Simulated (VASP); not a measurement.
Band structure of BP (relaxed from the NiAs type structure, space group P6_3/mmc). These are PBEsol GGA, VASP's PBE PAW potentials (set 64) (plane waves; VASP) values and carry that method's errors.

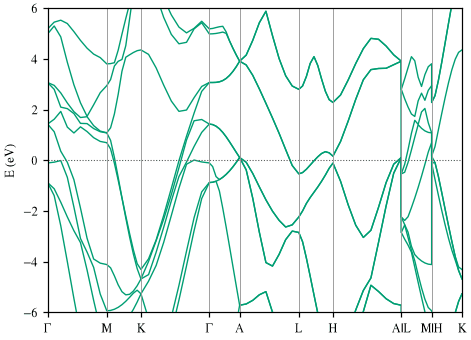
Bands along high-symmetry lines, zero at the valence-band maximum or, without a gap, the Fermi level

Read the plot: is there a gap, and where are the band edges?

It has no gap at this level: it comes out as a metal or semimetal. (Edges off the drawn lines would not show.)

The structure was generated: BP was put into the NiAs type type (P6_3/mmc), which need not be its known phase. It was relaxed first, which changed the volume by +19 %.
